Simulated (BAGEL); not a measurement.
**Si2H6 (disilane): a chain of runs**

Wanted: the energy (HF/cc-pVDZ), then a single-point energy (NEVPT2(2,2)/cc-pVDZ), then a single-point energy (CASPT2(2,2)/cc-pVDZ) of Si2H6 (disilane). 

The results are computed with BAGEL 1.2.2.

## (1) Starting point

Si2H6 has 8 atoms, charge 0, and is taken as a singlet. SMILES: `[SiH3][SiH3]`. One bond was lengthened or shortened from a relaxed shape.

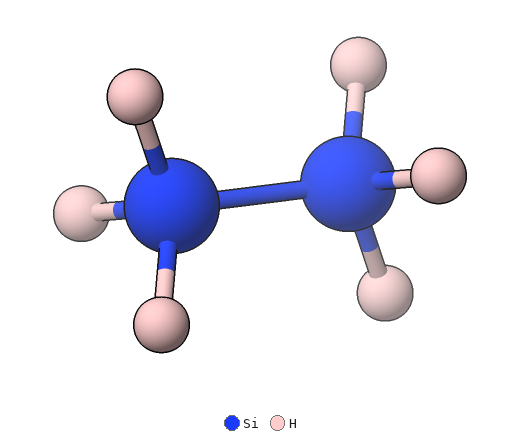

The structure, seen from a chosen angle (silicon blue, hydrogen pink).

## (2) The energy at HF/cc-pVDZ (density fitting with svp-jkfit) (run 1)

input.json reads:

```json
{ "bagel": [

{
  "title": "molecule",
  "basis": "cc-pvdz.json",
  "df_basis": "svp-jkfit",
  "angstrom": false,
  "geometry": [
    { "atom": "Si", "xyz": [ -0.44389478,  0.64441362, -1.33322446 ] },
    { "atom": "Si", "xyz": [  0.68691545, -0.95317786,  1.87271859 ] },
    { "atom": "H", "xyz": [  1.77539958,  1.50990818, -2.82610810 ] },
    { "atom": "H", "xyz": [ -1.90351924, -1.19636860, -2.87713070 ] },
    { "atom": "H", "xyz": [ -2.08323219,  2.86276311, -0.79087306 ] },
    { "atom": "H", "xyz": [  2.15239806,  0.88552566,  3.41341230 ] },
    { "atom": "H", "xyz": [  2.32077265, -3.17568475,  1.33036719 ] },
    { "atom": "H", "xyz": [ -1.53256789, -1.81262530,  3.36862579 ] }
  ]
},
{
  "title": "hf"
},
{
  "title": "print",
  "file": "orbitals.molden",
  "orbitals": true
}

]}
```

The basis set cc-pVDZ is read from a file made from the Basis Set Exchange's data (not shown).

Command:

```sh
$ BAGEL_NUM_THREADS=1 BAGEL input.json > input.out
```

Output:

```text
* using 1 threads per process

  ===============================================================
  ===============================================================

  *** Geometry ***

  { "atom" : "Si", "xyz" : [     -0.443895,      0.644414,     -1.333224 ] },
  { "atom" : "Si", "xyz" : [      0.686915,     -0.953178,      1.872719 ] },
  { "atom" : "H", "xyz" : [      1.775400,      1.509908,     -2.826108 ] },
  { "atom" : "H", "xyz" : [     -1.903519,     -1.196369,     -2.877131 ] },
  { "atom" : "H", "xyz" : [     -2.083232,      2.862763,     -0.790873 ] },
  { "atom" : "H", "xyz" : [      2.152398,      0.885526,      3.413412 ] },
  { "atom" : "H", "xyz" : [      2.320773,     -3.175685,      1.330367 ] },
  { "atom" : "H", "xyz" : [     -1.532568,     -1.812625,      3.368626 ] },

  Number of auxiliary basis functions:      364

  Since a DF basis is specified, we compute 2- and 3-index integrals:
    o Being stored without compression. Storage requirement is 0.013 GB

  Number of basis functions:       66
  Number of electrons      :       34

    * METHOD: MOLECULE                             0.11

  *** RHF ***

  === Nuclear Repulsion ===
   100.2259181628

      * DIIS with orbital gradients will be used.

  === RHF iteration (cc-pvdz.json) ===
      0       -581.21882686          0.01152360           0.03
      1       -581.28357768          0.00341642           0.03
      2       -581.28930437          0.00116202           0.03
      3       -581.28995834          0.00011419           0.03
      4       -581.28997155          0.00001610           0.03
      5       -581.28997174          0.00000222           0.03
      6       -581.28997175          0.00000042           0.03
      7       -581.28997175          0.00000008           0.03
      8       -581.28997175          0.00000001           0.03
    * SCF iteration converged.

    * Permanent dipole moment:
           (    0.000050,    -0.000054,    -0.000058) a.u.

    * METHOD: HF                                   0.33

    * METHOD: PRINT                                0.01

  ===============================================================
```

It took 0.62 s on 1 thread of Arm Neoverse V2, shared host.

## (3) The energy at NEVPT2(2,2)/cc-pVDZ (density fitting with svp-jkfit) (run 2)

input.json reads:

```json
{ "bagel" : [

{
  "title" : "molecule",
  "basis" : "cc-pvdz.json",
  "df_basis" : "svp-jkfit",
  "geometry" : [
    { "atom" : "Si", "xyz" : [    -0.44389478,     0.64441362,    -1.33322446 ] },
    { "atom" : "Si", "xyz" : [     0.68691545,    -0.95317786,     1.87271859 ] },
    { "atom" : "H", "xyz" : [     1.77539958,     1.50990818,    -2.82610810 ] },
    { "atom" : "H", "xyz" : [    -1.90351924,    -1.19636860,    -2.87713070 ] },
    { "atom" : "H", "xyz" : [    -2.08323219,     2.86276311,    -0.79087306 ] },
    { "atom" : "H", "xyz" : [     2.15239806,     0.88552566,     3.41341230 ] },
    { "atom" : "H", "xyz" : [     2.32077265,    -3.17568475,     1.33036719 ] },
    { "atom" : "H", "xyz" : [    -1.53256789,    -1.81262530,     3.36862579 ] }
  ]
},

{ "title" : "hf" },

{ "title" : "casscf", "nstate" : 1, "nact" : 2, "nclosed" : 16, "active" : [11, 21], "maxiter" : 200, "natocc" : "true" },

{ "title" : "nevpt2", "nstate" : 1, "nact" : 2, "nclosed" : 16, "active" : [11, 21], "maxiter" : 200, "natocc" : "true", "ncore" : 10 },

{ "title" : "print", "file" : "orbitals.molden", "orbitals" : "true" }

]}
```

The basis set cc-pVDZ is read from a file made from the Basis Set Exchange's data (not shown).

Command:

```sh
$ BAGEL_NUM_THREADS=1 BAGEL input.json > input.out
```

Output:

```text
* using 1 threads per process

  ===============================================================
  ===============================================================

  *** Geometry ***

  { "atom" : "Si", "xyz" : [     -0.443895,      0.644414,     -1.333224 ] },
  { "atom" : "Si", "xyz" : [      0.686915,     -0.953178,      1.872719 ] },
  { "atom" : "H", "xyz" : [      1.775400,      1.509908,     -2.826108 ] },
  { "atom" : "H", "xyz" : [     -1.903519,     -1.196369,     -2.877131 ] },
  { "atom" : "H", "xyz" : [     -2.083232,      2.862763,     -0.790873 ] },
  { "atom" : "H", "xyz" : [      2.152398,      0.885526,      3.413412 ] },
  { "atom" : "H", "xyz" : [      2.320773,     -3.175685,      1.330367 ] },
  { "atom" : "H", "xyz" : [     -1.532568,     -1.812625,      3.368626 ] },

  Number of auxiliary basis functions:      364

  Since a DF basis is specified, we compute 2- and 3-index integrals:
    o Being stored without compression. Storage requirement is 0.013 GB

  Number of basis functions:       66
  Number of electrons      :       34

    * METHOD: MOLECULE                             0.11

  *** RHF ***

  === Nuclear Repulsion ===
   100.2259181628

      * DIIS with orbital gradients will be used.

  === RHF iteration (cc-pvdz.json) ===
      0       -581.21882686          0.01152360           0.03
      1       -581.28357768          0.00341642           0.03
      2       -581.28930437          0.00116202           0.03
      3       -581.28995834          0.00011419           0.03
      4       -581.28997155          0.00001610           0.03
      5       -581.28997174          0.00000222           0.03
      6       -581.28997175          0.00000042           0.03
      7       -581.28997175          0.00000008           0.03
      8       -581.28997175          0.00000001           0.03
    * SCF iteration converged.

    * Permanent dipole moment:
           (    0.000050,    -0.000054,    -0.000058) a.u.

    * METHOD: HF                                   0.34

  ---------------------------
      CASSCF calculation
  ---------------------------

    ==== Active orbitals : =====
         Orbital 11
         Orbital 21
    ============================

    * nstate   :      1
    * nclosed  :     16
    * nact     :      2
    * nvirt    :     48
  === CASSCF iteration (cc-pvdz.json) ===

    * Using the second-order algorithm

      0  0      -581.29006725     2.50e-05      0.01

      1  0      -581.29059288     9.68e-05      0.13

      2  0      -581.29478855     2.53e-04      0.13

      3  0      -581.29501649     2.85e-05      0.14

      4  0      -581.29502043     3.36e-06      0.16

      5  0      -581.29502048     3.85e-07      0.14

      6  0      -581.29502048     4.13e-08      0.16

      7  0      -581.29502048     4.41e-09      0.14

    * Second-order optimization converged. *

     guess   0:   closed 1.                   open ..

  === FCI iteration ===

      0  0      -581.28995751     4.62e-02      0.00
      1  0      -581.29502048     9.26e-09      0.00
      2  0 *    -581.29502048     5.53e-16      0.00

     * ci vector, state   0, <S^2> = 0.0000
       2.     0.9985030912
       .2    -0.0546953098

    * METHOD: CASSCF                               1.08

    * freezing 10 orbitals

  === DF-NEVPT2 calculation ===

    * 3-index integral transformation done
    * assembly done

      NEVPT2 correlation energy:   -0.2065351181      0.05

          (+0)     -0.1578272688
          (+0)'    -0.0086025475
          (+1)     -0.0048460242
          (+1)'    -0.0000000000
          (+2)     -0.0002218066
          (-1)     -0.0266411492
          (-1)'     0.0000000000
          (-2)     -0.0083963218

      NEVPT2 total energy:       -581.5015555996

    * METHOD: NEVPT2                               0.10

    * METHOD: PRINT                                0.01

  ===============================================================
```

Wall time 1.8 s (1 thread of Arm Neoverse V2, shared host).

## (4) A single-point energy at CASPT2(2,2)/cc-pVDZ (density fitting with svp-jkfit) (run 3)

input.json reads:

```json
{ "bagel": [

{
  "title": "molecule",
  "basis": "cc-pvdz.json",
  "df_basis": "svp-jkfit",
  "geometry": [
    { "atom": "Si", "xyz": [    -0.44389478,     0.64441362,    -1.33322446 ] },
    { "atom": "Si", "xyz": [     0.68691545,    -0.95317786,     1.87271859 ] },
    { "atom": "H", "xyz": [     1.77539958,     1.50990818,    -2.82610810 ] },
    { "atom": "H", "xyz": [    -1.90351924,    -1.19636860,    -2.87713070 ] },
    { "atom": "H", "xyz": [    -2.08323219,     2.86276311,    -0.79087306 ] },
    { "atom": "H", "xyz": [     2.15239806,     0.88552566,     3.41341230 ] },
    { "atom": "H", "xyz": [     2.32077265,    -3.17568475,     1.33036719 ] },
    { "atom": "H", "xyz": [    -1.53256789,    -1.81262530,     3.36862579 ] }
  ]
},

{
  "title": "hf"
},

{
  "title": "casscf",
  "nstate": 1,
  "nact": 2,
  "nclosed": 16,
  "active": [11, 21],
  "maxiter": 200,
  "natocc": true
},

{
  "title": "print",
  "file": "orbitals.molden",
  "orbitals": true
},

{
  "title": "smith",
  "method": "caspt2",
  "ms": true,
  "xms": true,
  "sssr": true,
  "shift": 0.2,
  "shift_imag": true,
  "ncore": 10
}

]}
```

The basis set cc-pVDZ is read from a file made from the Basis Set Exchange's data (not shown).

Command:

```sh
$ BAGEL_NUM_THREADS=1 BAGEL input.json > input.out
```

Output:

```text
* using 1 threads per process

  ===============================================================
  ===============================================================

  *** Geometry ***

  { "atom" : "Si", "xyz" : [     -0.443895,      0.644414,     -1.333224 ] },
  { "atom" : "Si", "xyz" : [      0.686915,     -0.953178,      1.872719 ] },
  { "atom" : "H", "xyz" : [      1.775400,      1.509908,     -2.826108 ] },
[... 4 lines of this table left out ...]
  { "atom" : "H", "xyz" : [     -1.532568,     -1.812625,      3.368626 ] },

  Number of auxiliary basis functions:      364

  Since a DF basis is specified, we compute 2- and 3-index integrals:
    o Being stored without compression. Storage requirement is 0.013 GB

  Number of basis functions:       66
  Number of electrons      :       34

    * METHOD: MOLECULE                             0.11

  *** RHF ***

  === Nuclear Repulsion ===
   100.2259181628

      * DIIS with orbital gradients will be used.

[... 6 lines left out ...]
    * SCF iteration converged.
[... 1 line left out ...]
    * Permanent dipole moment:
[... 27 lines left out ...]
    * Second-order optimization converged. *
[... 9 lines left out ...]
     * ci vector, state   0, <S^2> = 0.0000
[... 16 lines left out ...]
    * Zeroth order energy : state  0       -1.1092515592
[... 4 lines left out ...]
       #      aibj      arbs      arbi      airj      risj      airs      arst      rist         Etot      error   time
[... 2 lines left out ...]
       0  -0.15782  -0.01067  -0.02705  -0.00550  -0.00031  -0.00731  -0.00000  -0.00000   -0.2086531  0.0023646   0.02
       1  -0.15823  -0.01091  -0.02732  -0.00570  -0.00034  -0.00757  -0.00000  -0.00000   -0.2100772  0.0004063   0.02
       2  -0.15826  -0.01091  -0.02733  -0.00571  -0.00034  -0.00758  -0.00000  -0.00000   -0.2101311  0.0000895   0.02
       3  -0.15826  -0.01091  -0.02733  -0.00571  -0.00035  -0.00758  -0.00000  -0.00000   -0.2101330  0.0000202   0.02
       4  -0.15826  -0.01091  -0.02733  -0.00571  -0.00035  -0.00758  -0.00000  -0.00000   -0.2101331  0.0000055   0.02
       5  -0.15826  -0.01091  -0.02733  -0.00571  -0.00035  -0.00758  -0.00000  -0.00000   -0.2101331  0.0000012   0.02
       6  -0.15826  -0.01091  -0.02733  -0.00571  -0.00035  -0.00758  -0.00000  -0.00000   -0.2101331  0.0000003   0.02

      ------------------------------------------------------------------------------------------------------------------

    * CASPT2 energy : state  0     -581.5070155672
        w/o shift correction       -581.5051535460
        reference weight              0.9136779910

    * METHOD: SMITH                                0.22

  ===============================================================
```

Wall time 1.9 s (1 thread of Arm Neoverse V2, shared host).

## (5) Summary of results

```
                                quantity          value
         run 1, HF/cc-pVDZ: total energy  -581.28997 Eh
        run 1, HF/cc-pVDZ: dipole moment         0.00 D
          run 1, HF/cc-pVDZ: HOMO energy      -11.73 eV
          run 1, HF/cc-pVDZ: LUMO energy        3.84 eV
        run 1, HF/cc-pVDZ: HOMO–LUMO gap       15.57 eV
run 2, NEVPT2(2,2)/cc-pVDZ: total energy  -581.50156 Eh
run 3, CASPT2(2,2)/cc-pVDZ: total energy  -581.50702 Eh
```
